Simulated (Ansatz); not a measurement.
# GaHCl₂ + H₂O: a complex and its separated parts, part 2 of 2

Ansatz 0.2.0, Gaussian basis. Earlier steps stand in the parts before.

**13. CAM-B3LYP-D4/def2-TZVPP**

The inputs:

parta/in.yaml

```yaml
crystal:
  periodic: [false, false, false]
  atoms:
    - {symbol: Ga, position_ang: [-1.028074, -0.044107, 0.367153]}
    - {symbol: Cl, position_ang: [-1.301051, -0.093936, -1.742684]}
    - {symbol: Cl, position_ang: [-1.096210, 1.894290, 1.242338]}
    - {symbol: H, position_ang: [-0.796852, -1.322846, 1.202690]}
basis:
  gaussian: {orbitals: def2-TZVPP}
hamiltonian: {xc: {name: CAM-B3LYP}, dispersion: d4}
```

partb/in.yaml

```yaml
crystal:
  periodic: [false, false, false]
  atoms:
    - {symbol: O, position_ang: [1.228403, 0.086725, -0.099568]}
    - {symbol: H, position_ang: [1.729552, -0.710972, 0.082984]}
    - {symbol: H, position_ang: [1.264131, 0.190846, -1.052812]}
basis:
  gaussian: {orbitals: def2-TZVPP}
hamiltonian: {xc: {name: CAM-B3LYP}, dispersion: d4}
```

One command serves all of them, each in its own folder.

On the command line:

```bash
$ ansatz run in.yaml --threads 4 --pin off --events-out ev --progress --plain --max-ram 9574MiB
```

Output in parta (excerpt; [...] marks lines left out):

```text
Functional definition: CAM-B3LYP
  name "CAM-B3LYP"
  cite "Yanai, Tew & Handy, Chem. Phys. Lett. 393, 51 (2004) doi:10.1016/j.cplett.2004.06.011"
  cite "Iikura, Tsuneda, Yanai & Hirao, J. Chem. Phys. 115, 3540 (2001) doi:10.1063/1.1383587"
  cite "Becke, Phys. Rev. A 38, 3098 (1988) doi:10.1103/PhysRevA.38.3098"
  cite "Lee, Yang & Parr, Phys. Rev. B 37, 785 (1988) doi:10.1103/PhysRevB.37.785"
[...]
1088 factors; their error is unknown
195 factors; integrals over basis functions are off by at most 2.1e-5 eV
[...]
mean field -77447.30018200 eV, -2846.1357860229 hartree, gradient 2.8e-5 eV, S^2 0.000000; 0 other end points of the search recorded, 0 dependent functions left out
reference -77447.30029891 eV, -2846.1357903193 hartree; 33, 33 occupied and 113, 113 virtual orbitals, 1088 factors
Total energy: -77447.39178704 eV, -2846.1391524463 hartree
```

Log of partb (excerpt; [...] marks lines left out):

```text
[... 6 set-up lines as earlier in the session ...]
[...]
  # Exact exchange under (alpha + beta erf(omega r))/r, Becke's under what is left of 1/r.
[...]
269 factors; their error is unknown
72 factors; integrals over basis functions are off by at most 1.6e-5 eV
[...]
mean field -2079.99968566 eV, -76.4385785735 hartree, gradient 1.1e-5 eV, S^2 0.000000; 0 other end points of the search recorded, 0 dependent functions left out
reference -2079.99975309 eV, -76.4385810515 hartree; 5, 5 occupied and 54, 54 virtual orbitals, 269 factors
Total energy: -2080.00381904 eV, -76.4387304727 hartree
```

They took 1.5 s (parta), 0.2 s (partb) on 4 threads of Arm Neoverse V2, shared host.

**14. wB97X-V/def2-TZVPP**

Each input of step 13 (parta, partb) changes in the same lines:

```diff
-hamiltonian: {xc: {name: CAM-B3LYP}, dispersion: d4}
+hamiltonian: {xc: {name: wB97X-V}}
```

One command serves all of them, each in its own folder.

On the command line:

```bash
$ ansatz run in.yaml --threads 4 --pin off --events-out ev --progress --plain --max-ram 9574MiB
```

Output in parta (excerpt; [...] marks lines left out):

```text
Functional definition: wB97X-V
  name "wB97X-V"
  cite "Mardirossian & Head-Gordon, Phys. Chem. Chem. Phys. 16, 9904 (2014) doi:10.1039/C3CP54374A"
[... 2 set-up lines as earlier in the session ...]
[...]
      + integral(e_c_pw_opposite_spin*poly(b97_u_opposite, cos0, cos1)) + vv10(b, c)
1082 factors; their error is unknown
182 factors; integrals over basis functions are off by at most 3.3e-5 eV
[...]
mean field -77434.78905108 eV, -2845.6760104421 hartree, gradient 4.8e-5 eV, S^2 0.000000; 0 other end points of the search recorded, 0 dependent functions left out
reference -77434.78904943 eV, -2845.6760103814 hartree; 33, 33 occupied and 113, 113 virtual orbitals, 1082 factors
Total energy: -77434.78904943 eV, -2845.6760103814 hartree
```

partb printed (excerpt; [...] marks lines left out):

```text
[... 5 set-up lines as earlier in the session ...]
[...]
      + integral(e_c_pw_opposite_spin*poly(b97_u_opposite, cos0, cos1)) + vv10(b, c)
269 factors; their error is unknown
69 factors; integrals over basis functions are off by at most 2.2e-5 eV
[...]
mean field -2079.88767170 eV, -76.4344621364 hartree, gradient 2.2e-5 eV, S^2 0.000000; 0 other end points of the search recorded, 0 dependent functions left out
reference -2079.88767080 eV, -76.4344621035 hartree; 5, 5 occupied and 54, 54 virtual orbitals, 269 factors
Total energy: -2079.88767080 eV, -76.4344621035 hartree
```

They took 3.2 s (parta), 0.35 s (partb) on 4 threads of Arm Neoverse V2, shared host.

**15. wB97M-V/def2-TZVPP**

The same edit goes into each in.yaml of step 14 (parta, partb):

```diff
-hamiltonian: {xc: {name: wB97X-V}}
+hamiltonian: {xc: {name: wB97M-V}}
```

The same command starts each run, in its folder.

On the command line:

```bash
$ ansatz run in.yaml --threads 4 --pin off --events-out ev --progress --plain --max-ram 9574MiB
```

Log of parta (excerpt; [...] marks lines left out):

```text
Functional definition: wB97M-V
  name "wB97M-V"
  cite "Mardirossian & Head-Gordon, J. Chem. Phys. 144, 214110 (2016) doi:10.1063/1.4952647"
[... 2 set-up lines as earlier in the session ...]
  # Of w^i u^j: cxij and so on, Table III.
[...]
  gx(w, u) = 1 - cx + cx01*u + cx10*w
[...]
      + integral(e_c_pw_mod_opposite_spin*gos(b97_w_opposite, b97_u_opposite)) + vv10(b, c)
1082 factors; their error is unknown
182 factors; integrals over basis functions are off by at most 3.3e-5 eV
[...]
mean field -77439.24873923 eV, -2845.8399009587 hartree, gradient 4.7e-5 eV, S^2 0.000000; 0 other end points of the search recorded, 0 dependent functions left out
reference -77439.24877944 eV, -2845.8399024365 hartree; 33, 33 occupied and 113, 113 virtual orbitals, 1082 factors
Total energy: -77439.24877944 eV, -2845.8399024365 hartree
```

Log of partb (excerpt; [...] marks lines left out):

```text
[... 5 set-up lines as earlier in the session ...]
  # Of w^i u^j: cxij and so on, Table III.
[...]
  gx(w, u) = 1 - cx + cx01*u + cx10*w
[...]
      + integral(e_c_pw_mod_opposite_spin*gos(b97_w_opposite, b97_u_opposite)) + vv10(b, c)
269 factors; their error is unknown
69 factors; integrals over basis functions are off by at most 2.2e-5 eV
[...]
mean field -2079.85938165 eV, -76.4334224964 hartree, gradient 2.9e-5 eV, S^2 0.000000; 0 other end points of the search recorded, 0 dependent functions left out
reference -2079.85940366 eV, -76.4334233053 hartree; 5, 5 occupied and 54, 54 virtual orbitals, 269 factors
Total energy: -2079.85940366 eV, -76.4334233053 hartree
```

They took 3.9 s (parta), 0.4 s (partb) on 4 threads of Arm Neoverse V2, shared host.

**16. B2PLYP/def2-TZVPP**

The same edit goes into each in.yaml of step 15 (parta, partb):

```diff
-hamiltonian: {xc: {name: wB97M-V}}
+hamiltonian: {xc: {name: B2PLYP}}
```

Each run has its own folder and the same command.

On the command line:

```bash
$ ansatz run in.yaml --threads 4 --pin off --events-out ev --progress --plain --max-ram 9574MiB
```

parta printed (excerpt; [...] marks lines left out):

```text
Functional definition: B2PLYP
  name "B2PLYP"
  cite "Grimme, J. Chem. Phys. 124, 034108 (2006) doi:10.1063/1.2148954"
[... 2 set-up lines as earlier in the session ...]
[...]
896 factors; integrals over basis functions are off by at most 1.1e-3 eV
[...]
mean field -77420.99539214 eV, -2845.1691028255 hartree, gradient 2.3e-6 eV, S^2 0.000000; 0 other end points of the search recorded, 0 dependent functions left out
19 core orbitals not correlated: weight in the atoms' cores, before any rotation towards them, 1.000 or more for the frozen orbitals, at most 0.000 for the correlated occupied ones
reference -77420.99554476 eV, -2845.1691084344 hartree; 14, 14 occupied and 113, 113 virtual orbitals, 896 factors
second order -19.85718128 eV of doubles, -0.00000000 eV of singles
Total energy: -77426.35698371 eV, -2845.3661376815 hartree
```

partb printed (excerpt; [...] marks lines left out):

```text
[... 5 set-up lines as earlier in the session ...]
[...]
361 factors; integrals over basis functions are off by at most 7.6e-4 eV
[...]
mean field -2077.03827955 eV, -76.3297489063 hartree, gradient 8.4e-7 eV, S^2 0.000000; 0 other end points of the search recorded, 0 dependent functions left out
1 core orbitals not correlated: weight in the atoms' cores, before any rotation towards them, 1.000 or more for the frozen orbitals, at most 0.000 for the correlated occupied ones
reference -2077.03836457 eV, -76.3297520309 hartree; 4, 4 occupied and 54, 54 virtual orbitals, 361 factors
second order -8.41872221 eV of doubles, -0.00000000 eV of singles
Total energy: -2079.31141957 eV, -76.4132852613 hartree
```

Wall times: 2 s (parta), 0.25 s (partb) on 4 threads of Arm Neoverse V2, shared host.

**17. PBE-QIDH/def2-TZVPP**

The same edit goes into each in.yaml of step 16 (parta, partb):

```diff
-hamiltonian: {xc: {name: B2PLYP}}
+hamiltonian: {xc: {name: PBE-QIDH}}
```

Each run has its own folder and the same command.

On the command line:

```bash
$ ansatz run in.yaml --threads 4 --pin off --events-out ev --progress --plain --max-ram 9574MiB
```

parta printed (excerpt; [...] marks lines left out):

```text
Functional definition: PBE-QIDH
  name "PBE-QIDH"
  cite "Brémond, Sancho-García, Pérez-Jiménez & Adamo, J. Chem. Phys. 141, 031101 (2014) doi:10.1063/1.4890314"
[... 1 set-up line as earlier in the session ...]
[...]
896 factors; integrals over basis functions are off by at most 1.1e-3 eV
[...]
mean field -77408.45063188 eV, -2844.7080913893 hartree, gradient 3.4e-6 eV, S^2 0.000000; 0 other end points of the search recorded, 0 dependent functions left out
19 core orbitals not correlated: weight in the atoms' cores, before any rotation towards them, 1.000 or more for the frozen orbitals, at most 0.000 for the correlated occupied ones
reference -77408.45064280 eV, -2844.7080917905 hartree; 14, 14 occupied and 113, 113 virtual orbitals, 896 factors
second order -18.34330424 eV of doubles, -0.00000000 eV of singles
Total energy: -77414.56507754 eV, -2844.9327931229 hartree
```

Output in partb (excerpt; [...] marks lines left out):

```text
[... 4 set-up lines as earlier in the session ...]
[...]
361 factors; integrals over basis functions are off by at most 7.6e-4 eV
[...]
mean field -2075.58435291 eV, -76.2763180877 hartree, gradient 2.2e-6 eV, S^2 0.000000; 0 other end points of the search recorded, 0 dependent functions left out
1 core orbitals not correlated: weight in the atoms' cores, before any rotation towards them, 1.000 or more for the frozen orbitals, at most 0.000 for the correlated occupied ones
reference -2075.58435840 eV, -76.2763182896 hartree; 4, 4 occupied and 54, 54 virtual orbitals, 361 factors
second order -7.85898944 eV of doubles, -0.00000000 eV of singles
Total energy: -2078.20402155 eV, -76.3725891346 hartree
```

They took 2 s (parta), 0.25 s (partb) on 4 threads of Arm Neoverse V2, shared host.

**18. RPA on PBE/def2-TZVPP**

The same edit goes into each in.yaml of step 17 (parta, partb):

```diff
-hamiltonian: {xc: {name: PBE-QIDH}}
+hamiltonian: {xc: pbe}
+correlation: {method: rpa}
```

The same command starts each run, in its folder.

On the command line:

```bash
$ ansatz run in.yaml --threads 4 --pin off --events-out ev --progress --plain --max-ram 9574MiB
```

Log of parta (excerpt; [...] marks lines left out):

```text
[... 4 set-up lines as earlier in the session ...]
[...]
896 factors; integrals over basis functions are off by at most 1.1e-3 eV
[...]
mean field -77425.05682386 eV, -2845.3183576884 hartree, gradient 9.6e-6 eV, S^2 0.000000; 0 other end points of the search recorded, 0 dependent functions left out
19 core orbitals not correlated: weight in the atoms' cores, before any rotation towards them, 1.000 or more for the frozen orbitals, at most 0.000 for the correlated occupied ones
reference -77359.79071725 eV, -2842.9198725096 hartree; 14, 14 occupied and 113, 113 virtual orbitals, 896 factors
Total energy: -77385.85165907 eV, -2843.8775944566 hartree
```

partb printed (excerpt; [...] marks lines left out):

```text
[... 4 set-up lines as earlier in the session ...]
[...]
361 factors; integrals over basis functions are off by at most 7.6e-4 eV
[...]
mean field -2078.40755312 eV, -76.3800687820 hartree, gradient 2.1e-6 eV, S^2 0.000000; 0 other end points of the search recorded, 0 dependent functions left out
1 core orbitals not correlated: weight in the atoms' cores, before any rotation towards them, 1.000 or more for the frozen orbitals, at most 0.000 for the correlated occupied ones
reference -2069.53696502 eV, -76.0540806819 hartree; 4, 4 occupied and 54, 54 virtual orbitals, 361 factors
Total energy: -2080.48260031 eV, -76.4563253595 hartree
```

Wall times: 1.6 s (parta), 0.25 s (partb) on 4 threads of Arm Neoverse V2, shared host.

**19. CCSD(T)/def2-TZVPP**

Each input of step 18 (parta, partb) changes in the same lines:

```diff
-hamiltonian: {xc: pbe}
-correlation: {method: rpa}
+correlation: {method: ccsd_t}
```

The same command starts each run, in its folder.

On the command line:

```bash
$ ansatz run in.yaml --threads 4 --pin off --events-out ev --progress --plain --max-ram 9574MiB
```

parta printed (excerpt; [...] marks lines left out):

```text
Functional definition: HF
  name "HF"
  cite "Fock, Z. Phys. 61, 126 (1930) doi:10.1007/BF01340294"
[... 1 set-up line as earlier in the session ...]
[...]
896 factors; integrals over basis functions are off by at most 1.1e-3 eV
[...]
mean field -77361.28034192 eV, -2842.9746152064 hartree, gradient 2.8e-6 eV, S^2 0.000000; 0 other end points of the search recorded, 0 dependent functions left out
19 core orbitals not correlated: weight in the atoms' cores, before any rotation towards them, 1.000 or more for the frozen orbitals, at most 0.000 for the correlated occupied ones
reference -77361.28034192 eV, -2842.9746152064 hartree; 14, 14 occupied and 113, 113 virtual orbitals, 896 factors
second order -16.18954319 eV of doubles, -0.00000000 eV of singles
cycle   1  -16.48413543 eV  change   -2.9e-1 eV  update   9.2e-2
[...]
cycle   8  -17.00398081 eV  change   -2.6e-5 eV  update   3.3e-5
perturbative correction -0.71850360 eV, -0.0264045203 hartree
Total energy: -77379.00282633 eV, -2843.6259044957 hartree
```

partb printed (excerpt; [...] marks lines left out):

```text
[... 4 set-up lines as earlier in the session ...]
[...]
361 factors; integrals over basis functions are off by at most 7.6e-4 eV
[...]
mean field -2069.76241060 eV, -76.0623656543 hartree, gradient 3.6e-6 eV, S^2 0.000000; 0 other end points of the search recorded, 0 dependent functions left out
1 core orbitals not correlated: weight in the atoms' cores, before any rotation towards them, 1.000 or more for the frozen orbitals, at most 0.000 for the correlated occupied ones
reference -2069.76241060 eV, -76.0623656543 hartree; 4, 4 occupied and 54, 54 virtual orbitals, 361 factors
second order -7.10556467 eV of doubles, -0.00000000 eV of singles
cycle   1  -7.11162645 eV  change   -6.1e-3 eV  update   4.1e-2
[...]
cycle   8  -7.26608226 eV  change    3.2e-6 eV  update   7.2e-6
perturbative correction -0.20740308 eV, -0.0076219225 hartree
Total energy: -2077.23589594 eV, -76.3370111746 hartree
```

Times: 12 s (parta), 0.2 s (partb) on 4 threads of Arm Neoverse V2, shared host; peak memory 0.82 GiB.

**20. Vibrations of GaHCl₂**

Contents of vib-parta/in.yaml:

```yaml
crystal:
  periodic: [false, false, false]
  atoms:
    - {symbol: Ga, position_ang: [-1.028074, -0.044107, 0.367153]}
    - {symbol: Cl, position_ang: [-1.301051, -0.093936, -1.742684]}
    - {symbol: Cl, position_ang: [-1.096210, 1.894290, 1.242338]}
    - {symbol: H, position_ang: [-0.796852, -1.322846, 1.202690]}
basis:
  gaussian: {orbitals: def2-TZVP}
hamiltonian: {xc: pbe0, dispersion: d4}
phonons: {temperatures: {t_min: 298.15, t_max: 900, t_step: 200}}
```

On the command line:

```bash
$ ansatz run in.yaml --threads 4 --pin off --events-out ev --progress --plain --max-ram 9574MiB
```

The program printed (excerpt; [...] marks lines left out):

```text
[... 5 set-up lines as earlier in the session ...]
[...]
993 factors; their error is unknown
[...]
mean field -77428.19432690 eV, -2845.4336587986 hartree, gradient 1.6e-5 eV, S^2 0.000000; 0 other end points of the search recorded, 0 dependent functions left out
[...]
Atom 1 at    -1.301051    -0.093936    -1.742684 Å, force    -0.000104     0.000141     0.000377 eV/Å
Atom 2 at    -1.096210     1.894290     1.242338 Å, force    -0.000151     0.000750     0.000453 eV/Å
Atom 3 at    -0.796852    -1.322846     1.202690 Å, force    -0.000350     0.001076    -0.000311 eV/Å
Dipole moment:     0.053207    -0.294749     0.192900 e Å
Vibrations: 134.36 414.99 443.78 445.12 603.48 2064.97 cm⁻¹, zero-point energy 0.254583 eV
```

It took 25 s on 4 threads of Arm Neoverse V2, shared host.

The modes, with what each moves most:

| mode | wavenumber (cm⁻¹) | character |
| --- | --- | --- |
| 1 | 134 | bend |
| 2 | 415 | Ga–Cl stretch |
| 3 | 444 | out-of-plane bend |
| 4 | 445 | Ga–Cl stretch |
| 5 | 603 | bend |
| 6 | 2065 | Ga–H stretch |

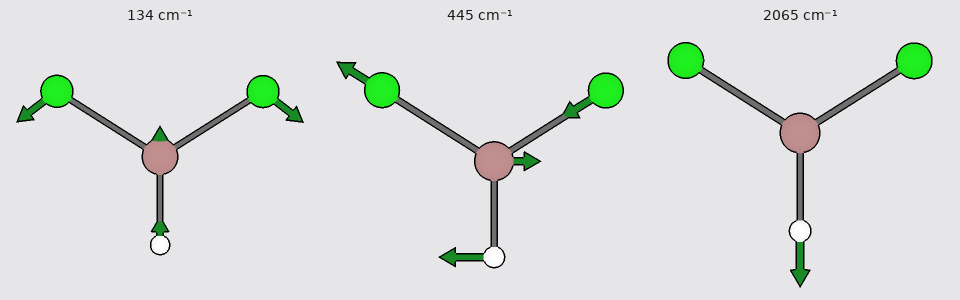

How the atoms move in 3 of the modes.

Vibrational sums (real modes only):

| T (K) | entropy (J/mol/K) | heat capacity (J/mol/K) |
| --- | --- | --- |
| 298 | 24.5 | 29.9 |
| 498 | 41.9 | 37.4 |
| 698 | 55.2 | 41.1 |
| 898 | 65.9 | 43.5 |

**21. Vibrations of H₂O**

Contents of vib-partb/in.yaml:

```yaml
crystal:
  periodic: [false, false, false]
  atoms:
    - {symbol: O, position_ang: [1.228403, 0.086725, -0.099568]}
    - {symbol: H, position_ang: [1.729552, -0.710972, 0.082984]}
    - {symbol: H, position_ang: [1.264131, 0.190846, -1.052812]}
basis:
  gaussian: {orbitals: def2-TZVP}
hamiltonian: {xc: pbe0, dispersion: d4}
phonons: {temperatures: {t_min: 298.15, t_max: 900, t_step: 200}}
```

On the command line:

```bash
$ ansatz run in.yaml --threads 4 --pin off --events-out ev --progress --plain --max-ram 9574MiB
```

The program printed (excerpt; [...] marks lines left out):

```text
[... 5 set-up lines as earlier in the session ...]
[...]
239 factors; their error is unknown
[...]
mean field -2078.33307681 eV, -76.3773318280 hartree, gradient 1.2e-5 eV, S^2 0.000000; 0 other end points of the search recorded, 0 dependent functions left out
[...]
Total energy: -2078.33734664 eV, -76.3774887413 hartree
Atom 0 at     1.228403     0.086725    -0.099568 Å, force    -0.000000     0.000000     0.000000 eV/Å
Atom 1 at     1.729552    -0.710972     0.082984 Å, force    -0.000023     0.000045    -0.000058 eV/Å
Atom 2 at     1.264131     0.190846    -1.052812 Å, force     0.000024    -0.000046     0.000057 eV/Å
Dipole moment:     0.197962    -0.255741    -0.284177 e Å
Vibrations: 1622.91 3851.65 3959.39 cm⁻¹, zero-point energy 0.584830 eV
```

It took 0.6 s on 4 threads of Arm Neoverse V2, shared host.

The modes, with what each moves most:

| mode | wavenumber (cm⁻¹) | character |
| --- | --- | --- |
| 1 | 1623 | bend |
| 2 | 3852 | O–H stretch |
| 3 | 3959 | O–H stretch |

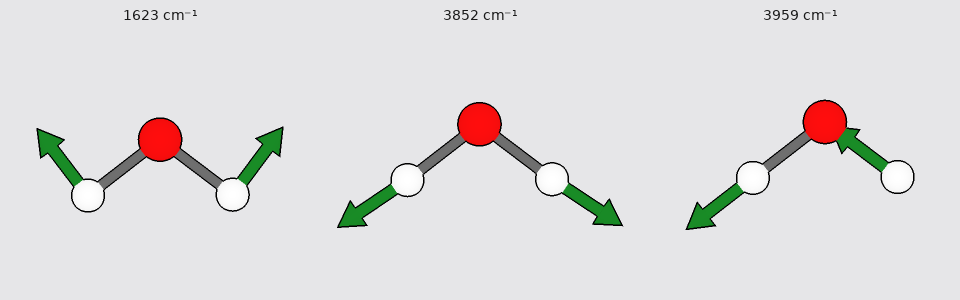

How the atoms move in 3 of the modes.

Vibrational sums (real modes only):

| T (K) | entropy (J/mol/K) | heat capacity (J/mol/K) |
| --- | --- | --- |
| 298 | 0.0 | 0.2 |
| 498 | 0.4 | 1.7 |
| 698 | 1.4 | 3.9 |
| 898 | 2.6 | 6.1 |

**22. Complex less separated parts**

The complex's own energies come from single points at the same levels.

Rows are in def2-TZVPP; times add the 3 runs of a level on a shared host, so small differences are noise.

Differences are taken before rounding.

| method | rung | complex less parts (kJ/mol) | from CCSD(T) (kJ/mol) | time |
| --- | --- | --- | --- | --- |
| SPW92 | LDA | -98.1 | -19.7 | 1.7 s |
| PBE-D4 | GGA | -73.2 | +5.2 | 2.7 s |
| BLYP-D4 | GGA | -67.2 | +11.2 | 2.9 s |
| r2SCAN-D4 | meta-GGA | -82.1 | -3.7 | 6.3 s |
| B97M-V | meta-GGA | -78.5 | -0.2 | 11 s |
| PBE0-D4 | hybrid | -77.7 | +0.6 | 4.5 s |
| B3LYP-D4 | hybrid | -72.8 | +5.6 | 4.3 s |
| r2SCAN0-D4 | hybrid | -84.0 | -5.6 | 8 s |
| BHLYP-D4 | hybrid | -80.1 | -1.7 | 4 s |
| CAM-B3LYP-D4 | range-separated hybrid | -79.0 | -0.6 | 4.6 s |
| wB97X-V | range-separated hybrid | -79.6 | -1.2 | 10 s |
| wB97M-V | range-separated hybrid | -79.8 | -1.4 | 12 s |
| B2PLYP | double hybrid | -70.3 | +8.1 | 6.6 s |
| PBE-QIDH | double hybrid | -80.0 | -1.6 | 6.8 s |
| RPA on PBE | RPA | -71.6 | +6.8 | 5.7 s |
| Hartree-Fock | wavefunction | -64.3 | +14.0 |  |
| MP2 | wavefunction | -80.1 | -1.7 |  |
| CCSD | wavefunction | -76.4 | +2.0 |  |
| CCSD(T) | wavefunction | -78.4 | 0 | 95 s |

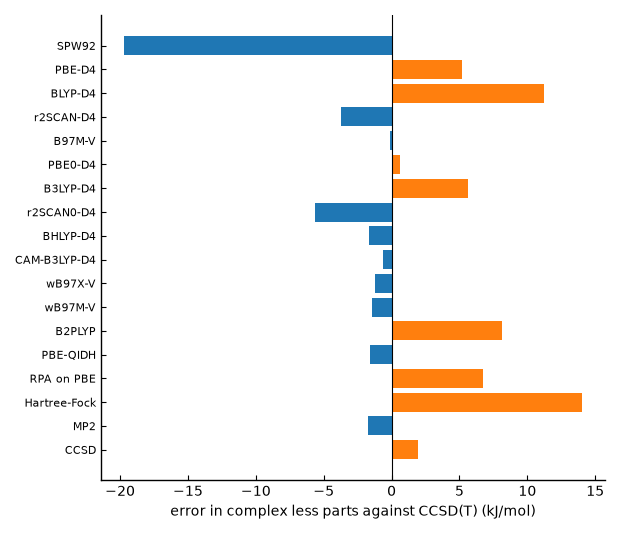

How far each level lands from CCSD(T).

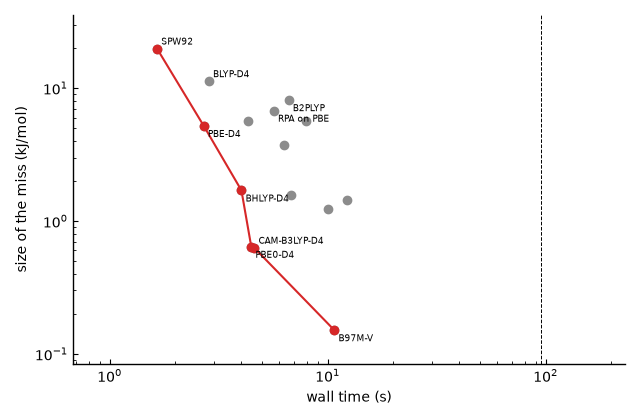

Accuracy for the time spent; red marks the levels that beat every quicker one drawn (of those quicker than the yardstick), and the dashed line is the time of CCSD(T). Only those levels and the largest misses are named. Times are from a shared host.

B97M-V reaches 0.2 kJ/mol from the reference in 11 s, where CCSD(T) took 95 s; the quickest level in the cost chart, SPW92, takes 1.7 s and misses by 19.7 kJ/mol.

The complex's zero-point energy, from a separate PBE0-D4 run, is 0.941 eV.

**23. Outcome**

What follows sums up all 2 parts.

```
                              quantity         value
complex less parts, CCSD(T)/def2-TZVPP  -78.4 kJ/mol
                with zero-point energy  -68.6 kJ/mol
                 largest T1 diagnostic         0.011
```

In words: At CCSD(T) the complex lies 78.4 kJ/mol below its parts. The functionals run from B97M-V, off by -0.2 kJ/mol, to SPW92, off by -19.7 kJ/mol, against CCSD(T). Mean unsigned error by rung: LDA 19.7, GGA 8.2, meta-GGA 1.9, hybrid 3.4, range-separated hybrid 1.1, double hybrid 4.8 kJ/mol. The double hybrids carry no dispersion term here, unlike the levels marked D4 or V. PBE-D4 gives a relative energy 5.2 kJ/mol too high, outside chemical accuracy (1 kcal/mol, 4.2 kJ/mol). No counterpoise was applied, and triple zeta lacks some correlation, so the CCSD(T) reference has a basis error of its own, and close matches with it are partly luck.
